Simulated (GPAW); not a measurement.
# BHOF2 (difluorohydroxyborane): a first try and a second

Wanted: energy and one-electron properties of BHOF2 (difluorohydroxyborane), SVWN5/real-space grid (scalar-relativistic datasets).

The results are computed with GPAW 26.7.0.

6 further runs of the same task are left out: 1 that didn't finish, 5 set aside as unsound or not needed.

**1. The molecule**

BHOF2 has 5 atoms, charge 0, and is taken as a singlet. As SMILES, `OB(F)F`. The coordinates come from a GFN2-xTB relaxation.

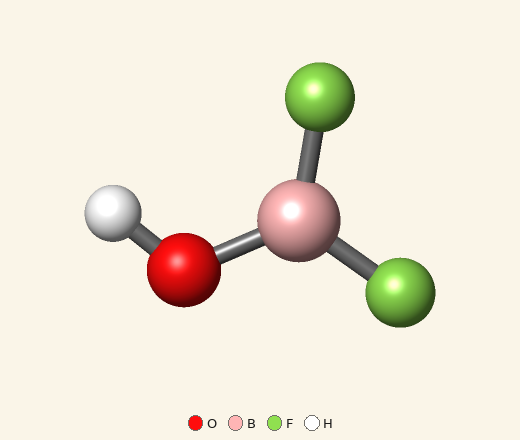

The structure, seen from a chosen angle (oxygen red, boron pink, fluorine green, hydrogen white).

**2. The input as first written**

File mol.sdf:

```

     RDKit          3D

  5  4  0  0  0  0  0  0  0  0999 V2000
    0.0319    0.9835    0.1587 O   0  0  0  0  0  0  0  0  0  0  0  0
    0.1049   -0.3332    0.1369 B   0  0  0  0  0  0  0  0  0  0  0  0
    0.7245   -0.9917    1.0904 F   0  0  0  0  0  0  0  0  0  0  0  0
   -0.4281   -1.0735   -0.8273 F   0  0  0  0  0  0  0  0  0  0  0  0
   -0.4333    1.4150   -0.5586 H   0  0  0  0  0  0  0  0  0  0  0  0
  2  1  1  0
  3  2  1  0
  4  2  1  0
  5  1  1  0
M  END
$$$$
```

File sp.py:

```python
import numpy as np
from ase.io import read
from ase.units import Debye
from gpaw import GPAW, setup_paths
from gpaw.atom.configurations import parameters
from gpaw.atom.generator import Generator

mol = read('mol.sdf')
mol.center(vacuum=4.0)

for symbol in ['B', 'F', 'H', 'O']:
    Generator(symbol, xcname='LDA_X+LDA_C_VWN', scalarrel=True, nofiles=True, txt=None).run(**parameters[symbol])
setup_paths.insert(0, '.')

calculator = GPAW(mode='fd',
                  occupations={'name': 'fermi-dirac', 'width': 1.0},
                  maxiter=72,
                  h=0.2,
                  xc='LDA_X+LDA_C_VWN',
                  txt='mol.txt')
mol.calc = calculator

energy = mol.get_potential_energy()
print(f'Energy: {energy:.5f} eV')
forces = mol.get_forces()
print('Forces (eV/Ang)')
for symbol, f in zip(mol.symbols, forces):
    print(f'{symbol:2} {f[0]:9.4f} {f[1]:9.4f} {f[2]:9.4f}')
dipole = mol.get_dipole_moment() / Debye
print(f'Dipole = {np.linalg.norm(dipole):.3f} D')
homo, lumo = calculator.get_homo_lumo()
print(f'HOMO                    {homo:.3f} eV')
print(f'LUMO                    {lumo:.3f} eV')
print(f'Gap = {lumo - homo:.3f} eV')
```

Launch:

```bash
python3 sp.py
```

The program printed:

```text
Energy: -32.48966 eV
Forces (eV/Ang)
O     0.4493    0.6727    0.7460
B    -0.0442   -1.1152   -0.2672
F     0.0111    0.4613    0.2070
F     0.0818   -0.2340   -0.1243
H    -0.4199    0.3320   -0.6949
Dipole = 1.957 D
HOMO                    -9.519 eV
LUMO                    -1.096 eV
Gap = 8.423 eV
```

mol.txt:

```text
__  _  _
 | _ |_)|_||  |
 |__||  | ||/\| - 26.7.0

units:  Angstrom and eV
cores:  1
OpenMP: False

Versions:
  Python: 3.12.14
  ASE:    3.29.0
  Numpy:  2.5.5
  Scipy:  1.18.1
  Libxc:  7.0.0

        _gpaw.cpython-312-aarch64-linux-gnu.so

Input parameters:
  mode=FD(),
  h=0.2,
  maxiter=72,
  occupations=Occupations(name='fermi-dirac', width=1.0),
  xc=XC(name='LDA_X+LDA_C_VWN')

Diagonalizing LCAO Hamiltonian
Converting LCAO to fd mode
       .---------------------.
      /|                     |
     / |                     |
    /  |                     |
   /   |                     |
  /    |                     |
 *     |                     |
 |     |                     |
 |     |                     |
 |     |      HBF            |
 |     |                     |
 |     |     F               |
 |     .---------------------.
 |    /                     /
 |   /                     /
 |  /                     /
 | /                     /
 |/                     /
 *---------------------*

[... 30 lines left out ...]
|   |                                coordinates |     weight |
[... 126 lines left out ...]
Reference energy: -8100.822244  # eV
[... 3 lines left out ...]
  Converge bands: occupied
[... 12 lines left out ...]
  Fourier metric: weight=20.0, sigma=0.015
[... 16 lines left out ...]
convergence criteria:
- Maximum [total energy] change in last 3 cyles: 0.0005 eV / valence electron
[... 13 lines left out ...]
Converged in 47 steps
SCF loop duration: 26.879 s (0.572 s/step)
Energy contributions relative to reference atoms: (reference = -8100.822244)

Energy contributions:
  Kinetic:          41.268342
  Coulomb:         -44.105944
  Zero:              1.608690
  External:          0.000000
  Xc:              -30.880489
  Entropy:          -0.760523
  Spinorbit:         0.000000
  ----------------------------
  Free energy:     -32.869923
  Extrapolated:    -32.489661

dipole moment: (-0.162365, 0.296086, -0.228004)  # |e|*Ang

Fermi level: -5.078
Eigenvalues  # (at kpt = [0.000, 0.000, 0.000])
| band index |      eig [eV] | occ [0-2] |
|------------|---------------|-----------|
|          0 |       -31.096 |     2.000 |
|        ... |               |           |
|          4 |       -14.205 |     2.000 |
|          5 |       -13.404 |     2.000 |
|          6 |       -12.520 |     1.999 |
[... 9 lines of this table left out ...]
|         16 |         1.315 |     0.003 |

Gap: 8.423 eV
Transition (v -> c):
  (s=0, k=0, n=11, [0.00, 0.00, 0.00]) -> (s=0, k=0, n=12, [0.00, 0.00, 0.00])
No difference between direct/indirect transitions
vacuum-level: 0.000  # V

Forces  # eV/Ang
|        x |        y |        z |
|----------|----------|----------|
|  0.44931 |  0.67266 |  0.74603 |  # O    0
| -0.04417 | -1.11516 | -0.26725 |  # B    1
|  0.01107 |  0.46130 |  0.20705 |  # F    2
|  0.08181 | -0.23400 | -0.12431 |  # F    3
| -0.41993 |  0.33201 | -0.69489 |  # H    4

Force computation time: 0.030  # s

timing:  # [seconds]
  Total:  27.788  # ━━━━━━━━━━━━━━━━━━━━━━━━━━━━━━━━━━━━━━━━━━━━━━━━━━━━━━━━━
  Init:    0.858  # ━━
  SCF:    26.879  # ━━━━━━━━━━━━━━━━━━━━━━━━━━━━━━━━━━━━━━━━━━━━━━━━━━━━━━━
  Forces:  0.030  #

Max RSS: 374.414  # MiB
```

Run time: 29 s. Hardware: 1 thread of Arm Neoverse V1, shared host; peak memory 0.37 GiB.

**3. Reading the log**

The run finished; that doesn't make the result usable.

What is wrong: the smearing is far too wide. The sound input differs in these keys, not all of which need be the cause: smear at its default in place of fermi-dirac; width at its default in place of 1.

**4. The mended input**

mol.sdf is that of step 2.

File run.py:

```python
import numpy as np
from ase.dft.wannier import Wannier
from ase.io import read
from ase.units import Debye
from gpaw import GPAW, setup_paths
from gpaw.atom.configurations import parameters
from gpaw.atom.generator import Generator

molecule = read("mol.sdf")
molecule.center(vacuum=4.0)

for symbol in ["B", "F", "H", "O"]:
    Generator(symbol, xcname="LDA_X+LDA_C_VWN", scalarrel=True, nofiles=True, txt=None).run(**parameters[symbol])
setup_paths.insert(0, ".")

calc = GPAW(mode="fd",
            symmetry="off",
            xc="LDA_X+LDA_C_VWN",
            maxiter=100,
            h=0.2,
            txt="mol.txt")
molecule.calc = calc

energy = molecule.get_potential_energy()
print(f"Energy: {energy:.5f} eV")
forces = molecule.get_forces()
print("Forces (eV/Ang)")
for symbol, f in zip(molecule.symbols, forces):
    print(f'{symbol:2} {f[0]:9.4f} {f[1]:9.4f} {f[2]:9.4f}')
dipole = molecule.get_dipole_moment() / Debye
print(f"Dipole = {np.linalg.norm(dipole):.3f} D")
homo, lumo = calc.get_homo_lumo()
print(f"HOMO                    {homo:.3f} eV")
print(f"LUMO                    {lumo:.3f} eV")
print(f"Gap: {lumo - homo:.3f} eV")

wan = Wannier(12, calc, initialwannier="bloch")
wan.localize()
centres = wan.get_centers()
radii_w = wan.get_radii()
for c, r in zip(centres, radii_w):
    print(f'centre {c[0]:8.3f} {c[1]:8.3f} {c[2]:8.3f}  radius {r:6.3f}')
```

Launch:

```bash
python3 -u run.py | tee run.out
```

The program printed:

```text
Energy: -32.73768 eV
Forces (eV/Ang)
O     0.4017    0.6487    0.6648
B    -0.0614   -1.0404   -0.2873
F    -0.0239    0.5066    0.1540
F     0.1032   -0.2135   -0.0868
H    -0.3431    0.2164   -0.5801
Dipole = 2.182 D
HOMO                    -9.339 eV
LUMO                    -0.907 eV
Gap: 8.432 eV
centre    5.218    4.226    5.627  radius  0.651
centre    3.938    4.138    4.295  radius  0.650
centre    4.222    6.264    4.605  radius  0.686
centre    4.253    5.743    5.091  radius  0.742
centre    4.024    3.751    4.027  radius  0.626
centre    5.159    3.832    5.885  radius  0.627
centre    4.859    4.191    5.855  radius  0.655
centre    3.881    4.129    3.817  radius  0.622
centre    4.288    4.136    4.053  radius  0.658
centre    5.261    4.215    6.106  radius  0.619
centre    4.567    6.229    5.189  radius  0.727
centre    4.696    5.784    4.833  radius  0.746
```

mol.txt:

```text
__  _  _
 | _ |_)|_||  |
 |__||  | ||/\| - 26.7.0

units:  Angstrom and eV
cores:  1
OpenMP: False

Versions:
  Python: 3.12.14
  ASE:    3.29.0
  Numpy:  2.5.5
  Scipy:  1.18.1
  Libxc:  7.0.0

        _gpaw.cpython-312-aarch64-linux-gnu.so

Input parameters:
  mode=FD(),
  h=0.2,
  maxiter=100,
  symmetry=Symmetry(point_group=False, time_reversal=False),
  xc=XC(name='LDA_X+LDA_C_VWN')

Diagonalizing LCAO Hamiltonian
Converting LCAO to fd mode
       .---------------------.
      /|                     |
     / |                     |
    /  |                     |
   /   |                     |
  /    |                     |
 *     |                     |
 |     |                     |
 |     |                     |
 |     |      HBF            |
 |     |                     |
 |     |     F               |
 |     .---------------------.
 |    /                     /
 |   /                     /
 |  /                     /
 | /                     /
 |/                     /
 *---------------------*

[... 30 lines left out ...]
|   |                                coordinates |     weight |
[... 126 lines left out ...]
Reference energy: -8100.822244  # eV
[... 3 lines left out ...]
  Converge bands: occupied
[... 12 lines left out ...]
  Fourier metric: weight=20.0, sigma=0.015
[... 15 lines left out ...]
convergence criteria:
- Maximum [total energy] change in last 3 cyles: 0.0005 eV / valence electron
[... 13 lines left out ...]
Converged in 13 steps
SCF loop duration: 7.047 s (0.542 s/step)
Energy contributions relative to reference atoms: (reference = -8100.822244)

Energy contributions:
  Kinetic:          41.253146
  Coulomb:         -44.269850
  Zero:              1.612223
  External:          0.000000
  Xc:              -31.333204
  Entropy:           0.000000
  Spinorbit:         0.000000
  ----------------------------
  Free energy:     -32.737684
  Extrapolated:    -32.737684

dipole moment: (-0.177594, 0.331729, -0.254589)  # |e|*Ang

Fermi level: -5.123
Eigenvalues  # (at kpt = [0.000, 0.000, 0.000])
| band index |      eig [eV] | occ [0-2] |
|------------|---------------|-----------|
|          0 |       -30.927 |     2.000 |
|        ... |               |           |
|          4 |       -14.045 |     2.000 |
|          5 |       -13.240 |     2.000 |
|          6 |       -12.364 |     2.000 |
[... 9 lines of this table left out ...]
|         16 |         2.129 |     0.000 |

Gap: 8.432 eV
Transition (v -> c):
  (s=0, k=0, n=11, [0.00, 0.00, 0.00]) -> (s=0, k=0, n=12, [0.00, 0.00, 0.00])
No difference between direct/indirect transitions
vacuum-level: 0.000  # V

Forces  # eV/Ang
|        x |        y |        z |
|----------|----------|----------|
|  0.40169 |  0.64866 |  0.66485 |  # O    0
| -0.06141 | -1.04036 | -0.28733 |  # B    1
| -0.02389 |  0.50659 |  0.15397 |  # F    2
|  0.10319 | -0.21346 | -0.08678 |  # F    3
| -0.34313 |  0.21639 | -0.58012 |  # H    4

Force computation time: 0.030  # s

timing:  # [seconds]
  Total:  8.074  # ━━━━━━━━━━━━━━━━━━━━━━━━━━━━━━━━━━━━━━━━━━━━━━━━━━━━━━━━━━
  Init:   0.842  # ━━━━━━
  SCF:    7.047  # ━━━━━━━━━━━━━━━━━━━━━━━━━━━━━━━━━━━━━━━━━━━━━━━━━━╸
  Forces: 0.030  #

Max RSS: 360.637  # MiB
```

Wall time 9.5 s (1 thread of Arm Neoverse V1, shared host); peak memory 0.35 GiB.

**5. Results**

Level: SVWN5/real-space grid (scalar-relativistic datasets).

| quantity | value |
| --- | --- |
| energy as printed (from the program's reference atoms) | -32.7377 eV |
| dipole moment | 2.18 D |
| HOMO energy | -9.34 eV |
| LUMO energy | -0.91 eV |
| HOMO–LUMO gap | 8.43 eV |

In words: The first attempt's energy was +0.248 eV off this one.
